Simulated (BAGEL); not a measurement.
**C2H7NSi (SMILES C=NC[SiH3]): a chain of runs**

Wanted: a single-point energy (HF/def2-SV(P)), then the energy (NEVPT2(2,2)/def2-SV(P)), then a single-point energy (CASPT2(2,2)/def2-SV(P)) of C2H7NSi. 

The results are computed with BAGEL 1.2.2.

1 further run of the same task is left out (set aside as unsound or not needed).

## (1) The system as given

The species is C2H7NSi (11 atoms), meant as a singlet with charge 0. SMILES: `C=NC[SiH3]`. One bond was lengthened or shortened from a relaxed shape.

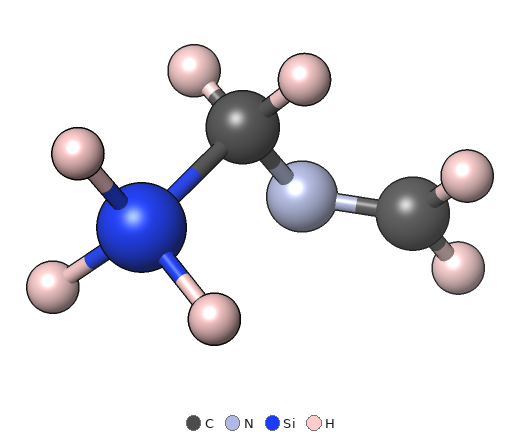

The structure, seen from a chosen angle (carbon dark grey, nitrogen light blue, silicon blue, hydrogen pink).

## (2) A single-point energy at HF/def2-SV(P) (density fitting with svp-jkfit) (run 1)

input.json reads:

```json
{ "bagel": [

{
  "title": "molecule",
  "basis": "def2-sv_p_.json",
  "df_basis": "svp-jkfit",
  "angstrom": "false",
  "geometry": [
    { "atom": "C", "xyz": [    -1.41553337,     3.32423045,     0.78841453 ] },
    { "atom": "N", "xyz": [    -2.09432299,     1.13932911,     0.13475826 ] },
    { "atom": "C", "xyz": [    -0.77227060,    -0.99625038,     1.16390311 ] },
    { "atom": "Si", "xyz": [     1.12747108,    -2.58437622,    -1.41613997 ] },
    { "atom": "H", "xyz": [    -2.37267965,     4.95733177,    -0.01868750 ] },
    { "atom": "H", "xyz": [     0.10815281,     3.68271150,     2.15411960 ] },
    { "atom": "H", "xyz": [    -1.94622894,    -2.17583066,     1.73457961 ] },
    { "atom": "H", "xyz": [     0.48288550,    -0.51380331,     2.75486353 ] },
    { "atom": "H", "xyz": [     3.06122782,    -0.79650633,    -2.39350632 ] },
    { "atom": "H", "xyz": [    -0.54701524,    -3.38864366,    -3.51713748 ] },
    { "atom": "H", "xyz": [     2.41928786,    -4.83825257,    -0.33842916 ] }
  ]
},

{ "title": "hf" },

{ "title": "print", "file": "orbitals.molden", "orbitals": "true" }

]}
```

The basis set def2-SV(P) is read from a file made from the Basis Set Exchange's data (not shown).

Started as:

```console
BAGEL_NUM_THREADS=1 BAGEL input.json > input.out
```

The log of the run:

```text
* using 1 threads per process

  ===============================================================
  ===============================================================

  *** Geometry ***

  { "atom" : "C", "xyz" : [     -1.415533,      3.324230,      0.788415 ] },
  { "atom" : "N", "xyz" : [     -2.094323,      1.139329,      0.134758 ] },
  { "atom" : "C", "xyz" : [     -0.772271,     -0.996250,      1.163903 ] },
  { "atom" : "Si", "xyz" : [      1.127471,     -2.584376,     -1.416140 ] },
  { "atom" : "H", "xyz" : [     -2.372680,      4.957332,     -0.018687 ] },
  { "atom" : "H", "xyz" : [      0.108153,      3.682711,      2.154120 ] },
  { "atom" : "H", "xyz" : [     -1.946229,     -2.175831,      1.734580 ] },
  { "atom" : "H", "xyz" : [      0.482886,     -0.513803,      2.754864 ] },
  { "atom" : "H", "xyz" : [      3.061228,     -0.796506,     -2.393506 ] },
  { "atom" : "H", "xyz" : [     -0.547015,     -3.388644,     -3.517137 ] },
  { "atom" : "H", "xyz" : [      2.419288,     -4.838253,     -0.338429 ] },

  Number of auxiliary basis functions:      481

  Since a DF basis is specified, we compute 2- and 3-index integrals:
    o Being stored without compression. Storage requirement is 0.021 GB

  Number of basis functions:       74
  Number of electrons      :       40

    * METHOD: MOLECULE                             0.22

  *** RHF ***

  === Nuclear Repulsion ===
   157.3143484086

      * DIIS with orbital gradients will be used.

  === RHF iteration (def2-sv_p_.json) ===
      0       -422.78518981          0.01540394           0.05
      1       -422.89169075          0.00847747           0.05
      2       -422.91922265          0.00232159           0.05
      3       -422.92190258          0.00059161           0.05
      4       -422.92209415          0.00012917           0.05
      5       -422.92211358          0.00004476           0.05
      6       -422.92211597          0.00001580           0.05
      7       -422.92211624          0.00000576           0.05
      8       -422.92211628          0.00000162           0.05
      9       -422.92211628          0.00000040           0.05
     10       -422.92211628          0.00000016           0.05
     11       -422.92211628          0.00000006           0.05
     12       -422.92211628          0.00000003           0.05
     13       -422.92211628          0.00000001           0.05
     14       -422.92211628          0.00000000           0.05
    * SCF iteration converged.

    * Permanent dipole moment:
           (   -0.357866,    -0.216440,    -0.523500) a.u.

    * METHOD: HF                                   0.87

    * METHOD: PRINT                                0.01

  ===============================================================
```

It took 1.2 s on 1 thread of Arm Neoverse V1, shared host; peak memory 0.15 GiB.

## (3) A single-point energy at NEVPT2(2,2)/def2-SV(P) (density fitting with svp-jkfit) (run 2)

job.json reads:

```json
{ "bagel": [

{
  "title": "molecule",
  "basis": "def2-sv_p_.json",
  "df_basis": "svp-jkfit",
  "geometry": [
    { "atom": "C", "xyz": [    -1.41553337,     3.32423045,     0.78841453 ] },
    { "atom": "N", "xyz": [    -2.09432299,     1.13932911,     0.13475826 ] },
    { "atom": "C", "xyz": [    -0.77227060,    -0.99625038,     1.16390311 ] },
    { "atom": "Si", "xyz": [     1.12747108,    -2.58437622,    -1.41613997 ] },
    { "atom": "H", "xyz": [    -2.37267965,     4.95733177,    -0.01868750 ] },
    { "atom": "H", "xyz": [     0.10815281,     3.68271150,     2.15411960 ] },
    { "atom": "H", "xyz": [    -1.94622894,    -2.17583066,     1.73457961 ] },
    { "atom": "H", "xyz": [     0.48288550,    -0.51380331,     2.75486353 ] },
    { "atom": "H", "xyz": [     3.06122782,    -0.79650633,    -2.39350632 ] },
    { "atom": "H", "xyz": [    -0.54701524,    -3.38864366,    -3.51713748 ] },
    { "atom": "H", "xyz": [     2.41928786,    -4.83825257,    -0.33842916 ] }
  ]
},

{ "title": "hf" },

{ "title": "casscf", "nstate": 1, "nact": 2, "nclosed": 19, "active": [10, 27], "maxiter": 200, "natocc": "true" },

{ "title": "nevpt2", "nstate": 1, "nact": 2, "nclosed": 19, "active": [10, 27], "maxiter": 200, "natocc": "true", "ncore": 8 },

{ "title": "print", "file": "orbitals.molden", "orbitals": "true" }

]}
```

The basis set def2-SV(P) is read from a file made from the Basis Set Exchange's data (not shown).

Started as:

```console
BAGEL_NUM_THREADS=1 BAGEL job.json > job.out
```

The log of the run:

```text
* using 1 threads per process

  ===============================================================
  ===============================================================

  *** Geometry ***

  { "atom" : "C", "xyz" : [     -1.415533,      3.324230,      0.788415 ] },
  { "atom" : "N", "xyz" : [     -2.094323,      1.139329,      0.134758 ] },
  { "atom" : "C", "xyz" : [     -0.772271,     -0.996250,      1.163903 ] },
[... 7 lines of this table left out ...]
  { "atom" : "H", "xyz" : [      2.419288,     -4.838253,     -0.338429 ] },

  Number of auxiliary basis functions:      481

  Since a DF basis is specified, we compute 2- and 3-index integrals:
    o Being stored without compression. Storage requirement is 0.021 GB

  Number of basis functions:       74
  Number of electrons      :       40

    * METHOD: MOLECULE                             0.22

  *** RHF ***

  === Nuclear Repulsion ===
   157.3143484086

      * DIIS with orbital gradients will be used.

  === RHF iteration (def2-sv_p_.json) ===
      0       -422.78518981          0.01540394           0.05
      1       -422.89169075          0.00847747           0.05
      2       -422.91922265          0.00232159           0.05
[... 11 lines of this table left out ...]
     14       -422.92211628          0.00000000           0.05
    * SCF iteration converged.

    * Permanent dipole moment:
           (   -0.357866,    -0.216440,    -0.523500) a.u.

    * METHOD: HF                                   0.85

  ---------------------------
      CASSCF calculation
  ---------------------------

    ==== Active orbitals : =====
         Orbital 10
         Orbital 27
    ============================

    * nstate   :      1
    * nclosed  :     19
    * nact     :      2
    * nvirt    :     53
  === CASSCF iteration (def2-sv_p_.json) ===

    * Using the second-order algorithm

      0  0      -422.92215162     1.45e-05      0.02

      1  0      -422.92289342     1.53e-04      0.16
[... 15 lines of this table left out ...]
      9  0      -422.93421544     8.80e-09      0.22

    * Second-order optimization converged. *

     guess   0:   closed 1.                   open ..

  === FCI iteration ===

      0  0      -422.92206629     8.51e-02      0.00
      1  0      -422.93421521     2.78e-04      0.00
      2  0 *    -422.93421544     6.81e-16      0.00

     * ci vector, state   0, <S^2> = 0.0000
       2.     0.9974609985
       .2    -0.0712148611

    * METHOD: CASSCF                               2.28

    * freezing 8 orbitals

  === DF-NEVPT2 calculation ===

    * 3-index integral transformation done
    * assembly done

      NEVPT2 correlation energy:   -0.4719674251      0.13

          (+0)     -0.4251810922
          (+0)'    -0.0138969296
          (+1)     -0.0027670499
          (+1)'    -0.0000000000
          (+2)     -0.0001121660
          (-1)     -0.0237720849
          (-1)'     0.0000000000
          (-2)     -0.0062381026

      NEVPT2 total energy:       -423.4061828691

    * METHOD: NEVPT2                               0.22

    * METHOD: PRINT                                0.01

  ===============================================================
```

It took 3.9 s on 1 thread of Arm Neoverse V1, shared host; peak memory 0.15 GiB.

## (4) A single-point energy at CASPT2(2,2)/def2-SV(P) (density fitting with svp-jkfit) (run 3)

Edit job.json of step 3 so:

```diff
@@ -6,2 +6,3 @@
   "df_basis": "svp-jkfit",
+  "angstrom": false,
   "geometry": [
@@ -21,9 +22,33 @@
 
-{ "title": "hf" },
+{
+  "title": "hf"
+},
 
-{ "title": "casscf", "nstate": 1, "nact": 2, "nclosed": 19, "active": [10, 27], "maxiter": 200, "natocc": "true" },
+{
+  "title": "casscf",
+  "nstate": 1,
+  "nact": 2,
+  "nclosed": 19,
+  "nspin": 0,
+  "active": [10, 27],
+  "maxiter": 200,
+  "natocc": true
+},
 
-{ "title": "nevpt2", "nstate": 1, "nact": 2, "nclosed": 19, "active": [10, 27], "maxiter": 200, "natocc": "true", "ncore": 8 },
+{
+  "title": "print",
+  "file": "orbitals.molden",
+  "orbitals": true
+},
 
-{ "title": "print", "file": "orbitals.molden", "orbitals": "true" }
+{
+  "title": "smith",
+  "method": "caspt2",
+  "ms": true,
+  "xms": true,
+  "sssr": true,
+  "shift": 0.2,
+  "shift_imag": true,
+  "ncore": 8
+}
```

The basis set def2-SV(P) is read from a file made from the Basis Set Exchange's data (not shown).

Started as:

```console
BAGEL_NUM_THREADS=1 BAGEL job.json > job.out
```

The log of the run:

```text
* using 1 threads per process

  ===============================================================
  ===============================================================

  *** Geometry ***

  { "atom" : "C", "xyz" : [     -1.415533,      3.324230,      0.788415 ] },
  { "atom" : "N", "xyz" : [     -2.094323,      1.139329,      0.134758 ] },
  { "atom" : "C", "xyz" : [     -0.772271,     -0.996250,      1.163903 ] },
[... 7 lines of this table left out ...]
  { "atom" : "H", "xyz" : [      2.419288,     -4.838253,     -0.338429 ] },

  Number of auxiliary basis functions:      481

  Since a DF basis is specified, we compute 2- and 3-index integrals:
    o Being stored without compression. Storage requirement is 0.021 GB

  Number of basis functions:       74
  Number of electrons      :       40

    * METHOD: MOLECULE                             0.22

  *** RHF ***

  === Nuclear Repulsion ===
   157.3143484086

      * DIIS with orbital gradients will be used.

[... 6 lines left out ...]
    * SCF iteration converged.
[... 1 line left out ...]
    * Permanent dipole moment:
[... 27 lines left out ...]
    * Second-order optimization converged. *
[... 9 lines left out ...]
     * ci vector, state   0, <S^2> = 0.0000
[... 16 lines left out ...]
    * Zeroth order energy : state  0       -1.3932649640
[... 3 lines left out ...]
      -------------------------------------------  CASPT2 iteration  ---------------------------------------------------
       #      aibj      arbs      arbi      airj      risj      airs      arst      rist         Etot      error   time
      ------------------------------------------------------------------------------------------------------------------

       0  -0.42380  -0.00757  -0.02485  -0.00320  -0.00016  -0.01218  -0.00000  -0.00000   -0.4717641  0.0018822   0.07
       1  -0.42425  -0.00764  -0.02498  -0.00331  -0.00018  -0.01260  -0.00000  -0.00000   -0.4729687  0.0003369   0.06
       2  -0.42428  -0.00764  -0.02499  -0.00331  -0.00018  -0.01260  -0.00000  -0.00000   -0.4730169  0.0000721   0.06
       3  -0.42428  -0.00764  -0.02500  -0.00331  -0.00018  -0.01261   0.00000  -0.00000   -0.4730186  0.0000160   0.07
       4  -0.42428  -0.00764  -0.02500  -0.00331  -0.00018  -0.01261  -0.00000  -0.00000   -0.4730187  0.0000043   0.07
       5  -0.42428  -0.00764  -0.02500  -0.00331  -0.00018  -0.01261  -0.00000  -0.00000   -0.4730187  0.0000009   0.07

      ------------------------------------------------------------------------------------------------------------------

    * CASPT2 energy : state  0     -423.4101332968
        w/o shift correction       -423.4072341258
        reference weight              0.8535113749

    * METHOD: SMITH                                0.57

  ===============================================================
```

It took 4.2 s on 1 thread of Arm Neoverse V1, shared host; peak memory 0.15 GiB.

## (5) Summary of results

| quantity | value |
| --- | --- |
| run 1, HF/def2-SV(P): total energy | -422.92212 Eh |
| run 1, HF/def2-SV(P): dipole moment | 1.70 D |
| run 1, HF/def2-SV(P): HOMO energy | -10.80 eV |
| run 1, HF/def2-SV(P): LUMO energy | 3.95 eV |
| run 1, HF/def2-SV(P): HOMO–LUMO gap | 14.75 eV |
| run 2, NEVPT2(2,2)/def2-SV(P): total energy | -423.40618 Eh |
| run 3, CASPT2(2,2)/def2-SV(P): total energy | -423.41013 Eh |
